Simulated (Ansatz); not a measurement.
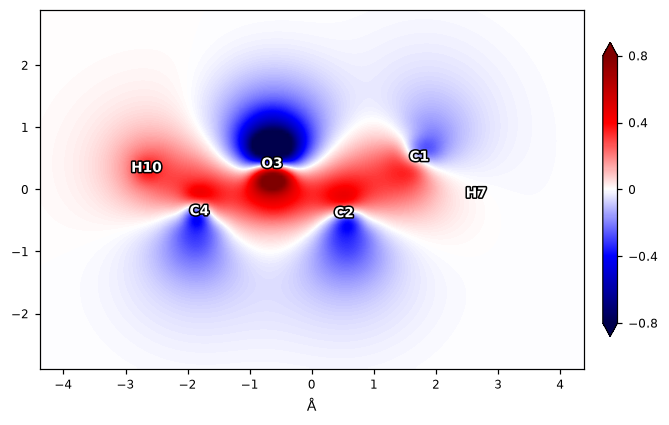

C3H8O (SMILES CCOC). The HOMO−1 on the plane of atoms C1, C2 and O3 (values in Å⁻³ᐟ²; the overall sign is arbitrary).

Computed with Ansatz 0.2.0, RKS PBE0/6-31G*.

Input file:

```
crystal:
  periodic: [false, false, false]
  atoms:
    - { symbol: C, position_ang: [-1.5248, 0.4512, 0.7513] }
    - { symbol: C, position_ang: [-0.4469, -0.3239, 0.1448] }
    - { symbol: O, position_ang: [0.586, 0.5651, -0.2169] }
    - { symbol: C, position_ang: [1.7931, -0.1252, -0.7726] }
    - { symbol: H, position_ang: [-1.9245, 1.237, 0.0044] }
    - { symbol: H, position_ang: [-1.2311, 1.0569, 1.6241] }
    - { symbol: H, position_ang: [-2.3855, -0.1436, 1.0261] }
    - { symbol: H, position_ang: [-0.7559, -0.8308, -0.7551] }
    - { symbol: H, position_ang: [-0.0846, -1.037, 0.9208] }
    - { symbol: H, position_ang: [2.5009, 0.5911, -0.9919] }
    - { symbol: H, position_ang: [2.1152, -0.8553, -0.0307] }
    - { symbol: H, position_ang: [1.435, -0.6405, -1.6702] }
basis:
  gaussian: { orbitals: "6-31G*" }
hamiltonian:
  xc: pbe0
relax:
  f_tol: 0.02
  max_steps: 40
scf:
  lower_state_search: "off"
output:
  orbitals: {}
```

Command:

```sh
ansatz run input.yaml --threads 1 --pin off --max-ram 2048MiB --backend cpu --events-out ev --progress --plain --runs-dir out
```

The fields are those of the relaxed geometry.

**What is the character of this orbital?**

Its weight (Hirshfeld) is mainly on O3 (about 50 %), C2 (about 15 %), C4 (about 10 %) and C1 (about 5 %). Its energy is −8.84 eV.
